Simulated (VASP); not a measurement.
Band structure of Mo (bcc). These are AM05 GGA, VASP's PBE PAW potentials (set 64) (plane waves; VASP) values and carry that method's errors.

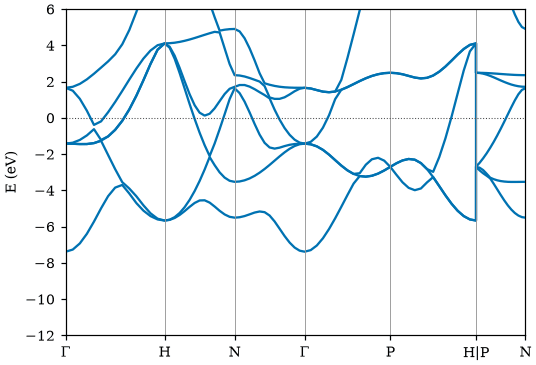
Bands along high-symmetry lines, zero at the valence-band maximum or, without a gap, the Fermi level

Question: Read the plot: is there a gap, and where are the band edges?

Answer: It has no gap at this level: it comes out as a metal or semimetal. (Edges off the drawn lines would not show.)

The compound is Mo in the bcc structure. It was relaxed first.
